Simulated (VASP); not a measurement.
Band structure of Bi2Te3 (tetradymite). Calculation: PBE GGA, VASP's PBE PAW potentials (set 64) (plane waves; VASP).

Without a dispersion term in the relaxation, distances and binding between the weakly bound layers, chains or molecules are unreliable, and so is what depends on them. Unless said otherwise, spin-orbit coupling is left out, though it shifts the bands of the heavy elements here.

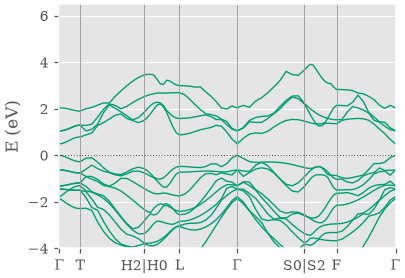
Bands along high-symmetry lines, zero at the valence-band maximum or, without a gap, the Fermi level

Q: Read the plot: is there a gap, and where are the band edges?

A: The gap is direct, 0.49 eV, from the valence maximum at Γ to the conduction minimum at Γ. (Edges off the drawn lines would not show.)

The compound is Bi2Te3 in the tetradymite structure. It was relaxed first, which changed the volume by +8 %.
